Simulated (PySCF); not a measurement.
# C3H8O2Si: NMR shifts at several levels of theory, part 2 of 2

PySCF 2.14.0. Atoms count from 0.

### 8 Nuclear shieldings: wB97X-D/pcSseg-1

Job settings and geometry (Å):

```
{"job": {"kind": "nmr", "xc": "wB97X-D", "basis": "pcSseg-1", "pop": false}, "charge": 0, "multiplicity": 1}
C      2.257097     0.186414    -0.009864
C      1.583429    -0.782766     0.618155
O      0.313697    -1.162905     0.400505
Si    -0.863753    -0.449361    -0.573105
C     -1.275300     1.223717     0.131501
O     -2.151932    -1.484326    -0.573501
H      3.293665     0.383869     0.265354
H      1.819471     0.789418    -0.810010
H      2.059076    -1.380126     1.404904
H     -0.399574    -0.391873    -1.982692
H     -2.099527     1.692992    -0.427114
H     -1.577270     1.135813     1.187341
H     -0.403024     1.894131     0.091582
H     -2.568792    -1.673701     0.271714
```

Method: GIAO wB97X-D/pcSseg-1 NMR shielding, non-relativistic, gas phase.

The program printed:

```text
coarse grid: 12016 points
cycle   1  E = -558.8060037603  dE =  7.006e-01  |g| = 9.039e-01  |ddm| = 3.205e+00
cycle   2  E = -558.7815055595  dE =  2.450e-02  |g| = 1.022e+00  |ddm| = 1.127e+00
cycle   3  E = -558.9539118912  dE = -1.724e-01  |g| = 7.554e-02  |ddm| = 6.167e-01
cycle   4  E = -558.9549398297  dE = -1.028e-03  |g| = 3.598e-02  |ddm| = 7.346e-02
cycle   5  E = -558.9552366124  dE = -2.968e-04  |g| = 1.121e-02  |ddm| = 3.331e-02
cycle   6  E = -558.9552613359  dE = -2.472e-05  |g| = 3.311e-03  |ddm| = 9.755e-03
cycle   7  E = -558.9552635735  dE = -2.238e-06  |g| = 7.400e-04  |ddm| = 2.864e-03
final grid: 110944 points
cycle   8  E = -559.0112350594  dE = -1.383e-04  |g| = 4.097e-03  |ddm| = 3.143e-02
cycle   9  E = -559.0112376009  dE = -2.541e-06  |g| = 2.955e-03  |ddm| = 6.636e-03
cycle  10  E = -559.0112393090  dE = -1.708e-06  |g| = 7.722e-04  |ddm| = 2.268e-03
cycle  11  E = -559.0112394577  dE = -1.487e-07  |g| = 2.647e-04  |ddm| = 9.616e-04
cycle  12  E = -559.0112394716  dE = -1.388e-08  |g| = 9.814e-05  |ddm| = 3.085e-04
cycle  13  E = -559.0112394736  dE = -2.001e-09  |g| = 2.402e-05  |ddm| = 9.190e-05
cycle  14  E = -559.0112394738  dE = -2.015e-10  |g| = 7.536e-06  |ddm| = 4.616e-05
converged SCF energy = -559.0112394738

GIAO shielding tensors (ppm)
atom      isotropic    diamagn.    paramagn.     s11        s22        s33       span
  0 C       89.097     259.671    -170.575     -9.391    118.684    157.996    167.387
  1 C       26.578     247.959    -221.380    -88.643     62.674    105.703    194.346
  2 O      193.002     401.218    -208.216    135.763    181.566    261.677    125.914
  3 Si     363.248     880.622    -517.374    330.387    361.734    397.622     67.235
  4 C      185.893     258.999     -73.106    180.304    184.012    193.364     13.060
  5 O      287.021     388.084    -101.063    256.314    293.960    310.789     54.474
  6 H       27.192      29.137      -1.946     25.492     26.134     29.949      4.458
  7 H       27.228      34.081      -6.853     24.427     25.874     31.383      6.957
  8 H       24.948      28.858      -3.910     21.537     26.206     27.101      5.564
  9 H       26.436      30.499      -4.063     23.236     24.558     31.514      8.277
 10 H       31.242      30.129       1.113     27.290     28.204     38.231     10.941
 11 H       31.374      32.474      -1.100     27.695     28.791     37.636      9.941
 12 H       30.775      33.804      -3.028     25.824     29.555     36.948     11.124
 13 H       29.759      31.468      -1.709     22.505     24.856     41.915     19.410
```

It took 25 s on 1 thread of Arm Neoverse N1, shared host; peak memory 0.86 GiB.

Key values: δ C1 158.0, C0 95.4, C4 -1.4, O2 140.2, H8 6.43, H9 4.94 ppm.

### 9 Nuclear shieldings: LC-wPBE/pcSseg-1

The job, as its differences from that of step 8:

```diff
@@ -1,2 +1,2 @@
-{"job": {"kind": "nmr", "xc": "wB97X-D", "basis": "pcSseg-1", "pop": false}, "charge": 0, "multiplicity": 1}
+{"job": {"kind": "nmr", "xc": "LC-wPBE", "basis": "pcSseg-1", "pop": false}, "charge": 0, "multiplicity": 1}
 C      2.257097     0.186414    -0.009864
```

Level: GIAO LC-wPBE/pcSseg-1 NMR shielding, non-relativistic, gas phase.

The program printed:

```text
coarse grid: 12016 points
cycle   1  E = -558.6385492674  dE =  7.498e-01  |g| = 8.847e-01  |ddm| = 3.185e+00
cycle   2  E = -558.6479261975  dE = -9.377e-03  |g| = 9.180e-01  |ddm| = 9.951e-01
cycle   3  E = -558.7816237181  dE = -1.337e-01  |g| = 6.641e-02  |ddm| = 5.200e-01
cycle   4  E = -558.7824925126  dE = -8.688e-04  |g| = 3.258e-02  |ddm| = 7.027e-02
cycle   5  E = -558.7827351676  dE = -2.427e-04  |g| = 1.095e-02  |ddm| = 3.224e-02
cycle   6  E = -558.7827591954  dE = -2.403e-05  |g| = 2.870e-03  |ddm| = 9.484e-03
cycle   7  E = -558.7827609160  dE = -1.721e-06  |g| = 7.822e-04  |ddm| = 2.627e-03
final grid: 110944 points
cycle   8  E = -558.8516072222  dE = -3.782e-05  |g| = 5.346e-03  |ddm| = 1.744e-02
cycle   9  E = -558.8516089902  dE = -1.768e-06  |g| = 4.035e-03  |ddm| = 4.803e-03
cycle  10  E = -558.8516117460  dE = -2.756e-06  |g| = 8.644e-04  |ddm| = 2.506e-03
cycle  11  E = -558.8516119176  dE = -1.716e-07  |g| = 1.743e-04  |ddm| = 5.587e-04
cycle  12  E = -558.8516119262  dE = -8.589e-09  |g| = 6.623e-05  |ddm| = 2.342e-04
cycle  13  E = -558.8516119272  dE = -9.879e-10  |g| = 1.918e-05  |ddm| = 6.460e-05
converged SCF energy = -558.8516119272

GIAO shielding tensors (ppm)
atom      isotropic    diamagn.    paramagn.     s11        s22        s33       span
  0 C       89.355     259.637    -170.282    -14.702    119.609    163.159    177.861
  1 C       26.807     247.684    -220.877    -95.087     64.503    111.006    206.093
  2 O      205.037     401.000    -195.962    148.629    193.593    272.890    124.261
  3 Si     362.867     880.763    -517.896    329.769    362.846    395.987     66.218
  4 C      189.546     259.302     -69.756    184.046    187.922    196.669     12.623
  5 O      293.824     387.878     -94.054    263.570    300.055    317.846     54.276
  6 H       27.007      29.127      -2.120     25.271     25.959     29.791      4.520
  7 H       27.087      33.886      -6.799     24.194     25.706     31.359      7.165
  8 H       24.868      28.849      -3.980     21.439     26.011     27.156      5.717
  9 H       26.430      30.441      -4.011     23.236     24.559     31.495      8.259
 10 H       31.171      30.101       1.070     27.079     28.023     38.410     11.330
 11 H       31.296      32.415      -1.119     27.482     28.630     37.777     10.295
 12 H       30.736      33.726      -2.989     25.697     29.398     37.114     11.417
 13 H       29.645      31.419      -1.774     22.279     24.692     41.965     19.686
```

Wall time 34 s (1 thread of Arm Neoverse N1, shared host); peak memory 0.84 GiB.

This run: δ C1 161.8, C0 99.2, C4 -1.0, O2 133.7, H8 6.46, H9 4.90 ppm.

### 10 NMR shieldings: PBE0/STO-3G

The job, as its differences from that of step 9:

```diff
@@ -1,2 +1,2 @@
-{"job": {"kind": "nmr", "xc": "LC-wPBE", "basis": "pcSseg-1", "pop": false}, "charge": 0, "multiplicity": 1}
+{"job": {"kind": "nmr", "xc": "PBE0", "basis": "STO-3G", "pop": true}, "charge": 0, "multiplicity": 1}
 C      2.257097     0.186414    -0.009864
```

Level: GIAO PBE0/STO-3G NMR shielding, non-relativistic, gas phase.

The program printed:

```text
coarse grid: 12016 points
cycle   1  E = -551.6961884375  dE =  7.214e-01  |g| = 7.048e-01  |ddm| = 4.593e+00
cycle   2  E = -551.6543428885  dE =  4.185e-02  |g| = 8.537e-01  |ddm| = 2.127e+00
cycle   3  E = -551.8624609238  dE = -2.081e-01  |g| = 1.615e-01  |ddm| = 1.225e+00
cycle   4  E = -551.8695431226  dE = -7.082e-03  |g| = 5.973e-02  |ddm| = 2.832e-01
cycle   5  E = -551.8706348709  dE = -1.092e-03  |g| = 1.562e-02  |ddm| = 9.464e-02
cycle   6  E = -551.8707090035  dE = -7.413e-05  |g| = 2.685e-03  |ddm| = 2.126e-02
cycle   7  E = -551.8707113501  dE = -2.347e-06  |g| = 4.820e-04  |ddm| = 4.516e-03
final grid: 110944 points
cycle   8  E = -551.8242023229  dE = -3.565e-06  |g| = 5.612e-03  |ddm| = 1.680e-02
cycle   9  E = -551.8241952964  dE =  7.027e-06  |g| = 7.320e-03  |ddm| = 1.699e-02
cycle  10  E = -551.8242113402  dE = -1.604e-05  |g| = 1.305e-03  |ddm| = 1.067e-02
cycle  11  E = -551.8242118882  dE = -5.479e-07  |g| = 1.085e-04  |ddm| = 1.778e-03
cycle  12  E = -551.8242118917  dE = -3.532e-09  |g| = 2.283e-05  |ddm| = 1.624e-04
cycle  13  E = -551.8242118918  dE = -1.469e-10  |g| = 9.886e-06  |ddm| = 4.413e-05
converged SCF energy = -551.8242118918

GIAO shielding tensors (ppm)
atom      isotropic    diamagn.    paramagn.     s11        s22        s33       span
  0 C      149.703     255.132    -105.429     69.819    165.299    213.991    144.172
  1 C      114.333     254.048    -139.716     37.953    132.958    172.087    134.133
  2 O      323.618     379.776     -56.158    154.037    373.129    443.689    289.652
  3 Si     522.466     868.408    -345.943    464.966    529.938    572.493    107.526
  4 C      237.572     248.466     -10.894    231.196    238.862    242.658     11.462
  5 O      406.844     375.400      31.444    302.875    427.479    490.179    187.304
  6 H       28.651      30.362      -1.711     26.324     27.023     32.606      6.283
  7 H       29.300      34.400      -5.099     26.430     27.770     33.701      7.272
  8 H       26.797      29.950      -3.153     24.048     27.444     28.900      4.853
  9 H       29.235      32.618      -3.383     25.290     26.577     35.837     10.548
 10 H       32.464      30.142       2.322     27.056     28.677     41.659     14.603
 11 H       32.666      31.583       1.084     27.367     29.743     40.890     13.523
 12 H       32.255      32.517      -0.262     26.142     30.592     40.030     13.888
 13 H       35.006      30.287       4.719     27.577     31.459     45.982     18.405
```

It took 5.6 s on 1 thread of Arm Neoverse N1, shared host; peak memory 0.44 GiB.

Key values: δ C1 120.4, C0 85.0, C4 -2.9, O2 18.1, H8 5.81, H6 3.95 ppm.

### 11 Nuclear shieldings: PBE0/6-31G

The job, as its differences from that of step 10:

```diff
@@ -1,2 +1,2 @@
-{"job": {"kind": "nmr", "xc": "PBE0", "basis": "STO-3G", "pop": true}, "charge": 0, "multiplicity": 1}
+{"job": {"kind": "nmr", "xc": "PBE0", "basis": "6-31G", "pop": true}, "charge": 0, "multiplicity": 1}
 C      2.257097     0.186414    -0.009864
```

Level: GIAO PBE0/6-31G NMR shielding, non-relativistic, gas phase.

The program printed:

```text
coarse grid: 12016 points
cycle   1  E = -558.4465566709  dE =  7.794e-01  |g| = 8.936e-01  |ddm| = 3.351e+00
cycle   2  E = -558.2804379611  dE =  1.661e-01  |g| = 1.297e+00  |ddm| = 1.902e+00
cycle   3  E = -558.6077689474  dE = -3.273e-01  |g| = 1.257e-01  |ddm| = 1.216e+00
cycle   4  E = -558.6112658794  dE = -3.497e-03  |g| = 4.456e-02  |ddm| = 1.549e-01
cycle   5  E = -558.6116838548  dE = -4.180e-04  |g| = 2.126e-02  |ddm| = 5.460e-02
cycle   6  E = -558.6117959175  dE = -1.121e-04  |g| = 3.142e-03  |ddm| = 2.129e-02
cycle   7  E = -558.6117980189  dE = -2.101e-06  |g| = 1.268e-03  |ddm| = 4.291e-03
final grid: 110944 points
cycle   8  E = -558.5505266036  dE = -7.745e-06  |g| = 8.474e-03  |ddm| = 1.656e-02
cycle   9  E = -558.5505082355  dE =  1.837e-05  |g| = 1.265e-02  |ddm| = 1.756e-02
cycle  10  E = -558.5505425871  dE = -3.435e-05  |g| = 1.481e-03  |ddm| = 1.133e-02
cycle  11  E = -558.5505431190  dE = -5.319e-07  |g| = 2.523e-04  |ddm| = 1.581e-03
cycle  12  E = -558.5505431322  dE = -1.327e-08  |g| = 7.895e-05  |ddm| = 2.659e-04
cycle  13  E = -558.5505431336  dE = -1.379e-09  |g| = 2.071e-05  |ddm| = 9.104e-05
cycle  14  E = -558.5505431337  dE = -1.005e-10  |g| = 5.409e-06  |ddm| = 2.421e-05
converged SCF energy = -558.5505431337

GIAO shielding tensors (ppm)
atom      isotropic    diamagn.    paramagn.     s11        s22        s33       span
  0 C      108.903     259.530    -150.628     23.883    131.062    171.763    147.880
  1 C       55.045     246.412    -191.367    -45.434     82.658    127.913    173.347
  2 O      207.349     407.518    -200.170    146.694    203.155    272.197    125.502
  3 Si     424.478     879.441    -454.963    394.467    427.854    451.114     56.647
  4 C      199.934     257.044     -57.110    193.226    198.116    208.460     15.234
  5 O      298.117     395.207     -97.090    276.552    284.341    333.458     56.906
  6 H       28.381      28.961      -0.580     26.634     27.250     31.259      4.625
  7 H       28.494      33.124      -4.631     25.782     27.152     32.547      6.765
  8 H       25.764      27.947      -2.183     22.226     27.097     27.969      5.743
  9 H       26.983      30.348      -3.364     23.061     24.712     33.177     10.117
 10 H       32.402      30.518       1.885     27.792     29.151     40.263     12.472
 11 H       32.497      31.616       0.880     28.095     29.935     39.461     11.366
 12 H       31.849      32.072      -0.224     26.202     30.778     38.566     12.364
 13 H       31.621      30.644       0.977     24.301     26.912     43.651     19.350
```

Wall time 11 s (1 thread of Arm Neoverse N1, shared host); peak memory 0.49 GiB.

Key values: δ C1 144.5, C0 90.6, C4 -0.4, O2 111.1, H8 6.85, H9 5.63 ppm.

### 12 Side by side: NMR shifts

Shifts (ppm) of some atoms, chosen among heavy atoms and hydrogens apart, with basis size and wall time:

```
               run     C1    C0    H9    H13     O2     O5    Si3  functions   time
     PBE0/pcSseg-1  156.8  94.9  5.04   1.61  149.7   50.0  -10.1        149   19 s
 mPW1PW91/pcSseg-1  156.8  95.0  4.99   1.61  147.9   48.7  -10.8        149   19 s
     WP04/pcSseg-1  155.9  95.3  4.29   1.61  132.7   36.8  -25.3        149   19 s
    B97-2/pcSseg-1  153.5  92.5  4.92   1.55  144.1   46.1  -13.2        149   18 s
BHandHLYP/pcSseg-1  159.1  96.1  4.71   1.73  134.4   44.4  -15.8        149   18 s
CAM-B3LYP/pcSseg-1  160.6  96.8  4.90   1.69  147.7   51.4  -12.3        149   26 s
  wB97X-D/pcSseg-1  158.0  95.4  4.94   1.62  140.2   46.2  -10.3        149   25 s
  LC-wPBE/pcSseg-1  161.8  99.2  4.90   1.68  133.7   44.9   -4.4        149   34 s
       PBE0/STO-3G  120.4  85.0  3.37  -2.40   18.1  -65.1   -4.9         42  5.6 s
        PBE0/6-31G  144.5  90.6  5.63   0.99  111.1   20.4   20.3         74   11 s
```

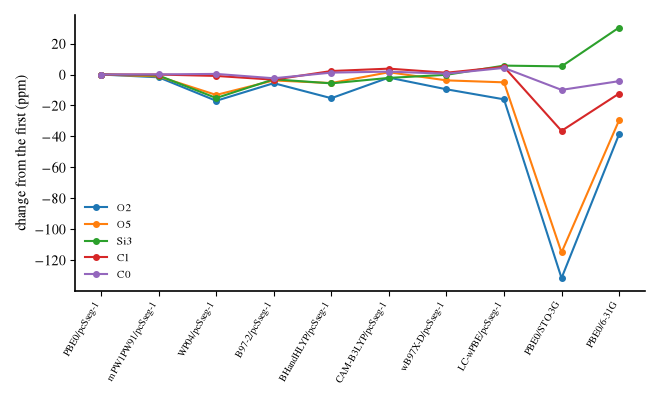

How five of the tabulated atoms move from run to run.

### 13 Results

This closing draws on all 2 parts.

| quantity | value |
| --- | --- |
| 13C shifts against TMS (PBE0/pcSseg-1) | 156.8, 94.9, -1.5 ppm |
| 1H shifts against TMS (PBE0/pcSseg-1, means over atoms taken as alike) | 6.44, 5.04, 4.18, 4.13, 1.61, 0.25 ppm |
| 17O shifts against H2O (PBE0/pcSseg-1) | 149.7, 50.0 ppm |
| 29Si shifts against TMS (PBE0/pcSseg-1) | -10.1 ppm |
| range of the shift of O2 | 18.1 to 149.7 ppm |
| property runs in this session | 10, of which 0 failed and 1 gave unsound results |

What this shows: Single values in the summary come from the first run of each kind that ended normally (PBE0/pcSseg-1), which need not be the best level. C1 (alkene carbon bearing oxygen) lies farthest downfield among carbon, at 156.8 ppm; an sp2 carbon further deshielded by the attached heteroatom. The most deshielded hydrogen is H8 (hydrogen on an alkene carbon bearing oxygen), at 6.44 ppm: olefinic region. At PBE0/pcSseg-1: The largest span, 189 ppm, is at C1, where the paramagnetic term is -220 ppm. Across the 10 runs the shift of O2 moves most, between 18.1 (PBE0/STO-3G) and 149.7 ppm (PBE0/pcSseg-1). A minimal basis is unusable for shieldings, so that end is no result.
